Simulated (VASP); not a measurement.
Data:

```yaml
crystal:
  lattice:
    - [2.93230, 0.00000, 0.00000]
    - [-1.46615, 2.53945, 0.00000]
    - [0.00000, 0.00000, 5.52251]
  atoms:
    - { symbol: Rh, position: [0.00000, 0.00000, 0.00000] }
    - { symbol: Rh, position: [0.00000, 0.00000, 0.50000] }
    - { symbol: B, position: [0.33333, 0.66667, 0.25000] }
    - { symbol: B, position: [0.66667, 0.33333, 0.75000] }
```

Computed with PBEsol GGA, VASP's PBE PAW potentials (set 64) (plane waves; VASP). Settings: 520 eV cut-off, 13×13×6 Γ-centred mesh, tetrahedra with Blöchl corrections, potentials Rh_pv B.

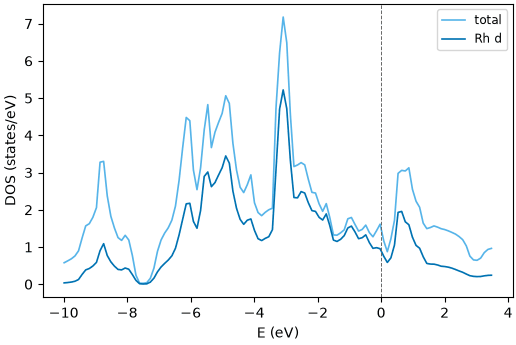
Fig. 1. Total and projected density of states, zero at the Fermi level

Within 2 eV below the Fermi level the largest weight inside VASP's projection spheres is Rh d.

It has no gap at this level: it comes out as a metal or semimetal.

The structure was generated: RhB was put into the NiAs type type (P6_3/mmc), which need not be its known phase. It was relaxed first, which changed the volume by -27 %.
